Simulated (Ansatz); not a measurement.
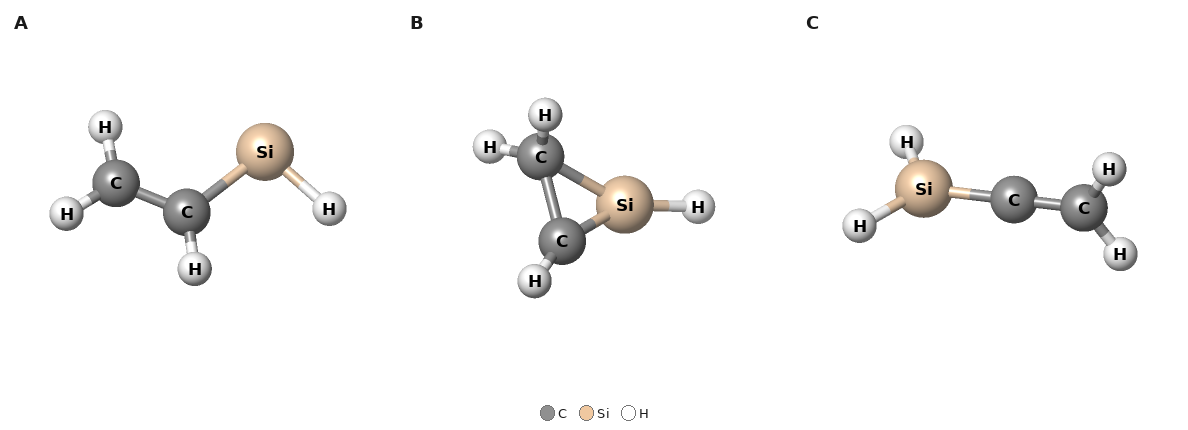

3 stationary structures of one formula. Geometries: PBE0-D4/def2-TZVP. Electronic energies: RHF-CCSD(T) (frozen core)/def2-TZVPP (Ansatz 0.2.0), without zero-point energy. No frequency run is at hand to confirm each as a minimum. Each is one conformer, not always the lowest.

Rank them by energy, lowest first.

Answer. A is lowest (Cs); C lies 6.8 kcal/mol above it (C2v), B lies 32.1 kcal/mol above it.
